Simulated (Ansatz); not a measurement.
Consider H2Pd3 (charge −1, quartet).

The calculation's input:

```
crystal:
  periodic: [false, false, false]
  atoms:
    - {symbol: Pd, position_ang: [0.344848, 0.728651, -0.298388]}
    - {symbol: Pd, position_ang: [-1.299609, -1.413795, -0.150120]}
    - {symbol: Pd, position_ang: [0.562455, -1.022490, 1.543831]}
    - {symbol: H, position_ang: [1.479510, 1.800896, 0.065571]}
    - {symbol: H, position_ang: [-1.087205, -0.093271, -1.160894]}
basis:
  gaussian: {orbitals: def2-TZVPD, initial_orbitals: start.molden}
total_charge: -1
magnetization: {spin_polarized: true, initial_magnetization: 3}
hamiltonian: {xc: pbe0, dispersion: d4}
scf: {omitted_lower_state_checks: [starts]}
output: {orbitals: {seedname: orbitals}}
```

Launched as:

```sh
ansatz run in.yaml --threads 4 --pin off --events-out ev --progress --plain --max-ram 3916MiB
```

Geometry: PBE-D4/def2-TZVPD; core potentials replace the inner electrons of Pd.

Computed with Ansatz 0.2.0, UKS PBE0-D4/def2-TZVPD.

What will maps of the electron density, electron localisation function and spin density show?

Pd–Pd (2.55 Å): the density is about 0.41 e/Å³ at the midpoint; the ELF is about 0.20 at the midpoint.
Pd–H (1.60 Å): ρ at the midpoint is about 1.7 e/Å³; the ELF climbs to about 1 towards the hydrogen.
Pd–Pd (2.70 Å): ρ at the midpoint is about 0.31 e/Å³; the ELF is about 0.15 at the midpoint.
The unpaired spin (3 electrons) lies mostly on Pd3 (about 1.5), Pd1 (about 0.7), Pd2 (about 0.6), H4 (about 0.1) and H5 (about 0.1), in electrons by Hirshfeld's partition.

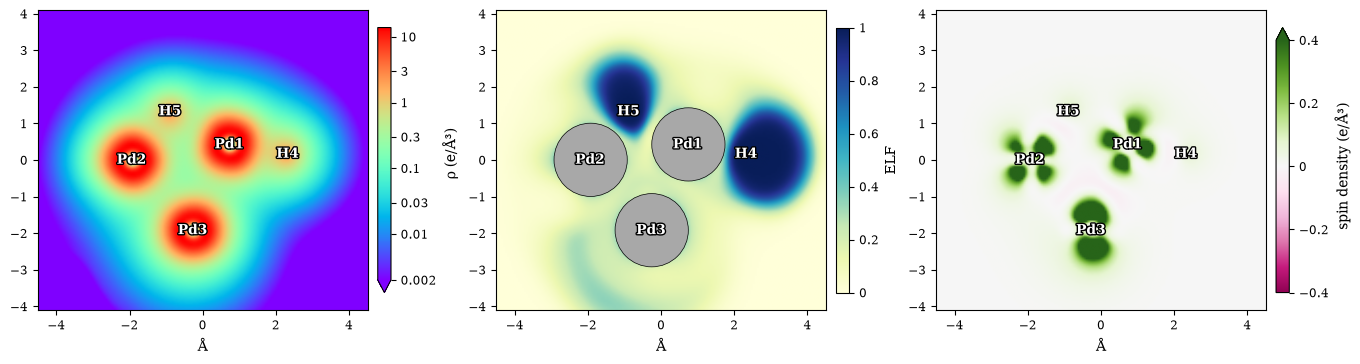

Computed electron density, electron localisation function and spin density on the molecular plane, in this order. Grey discs cover the atomic cores in the ELF map. 
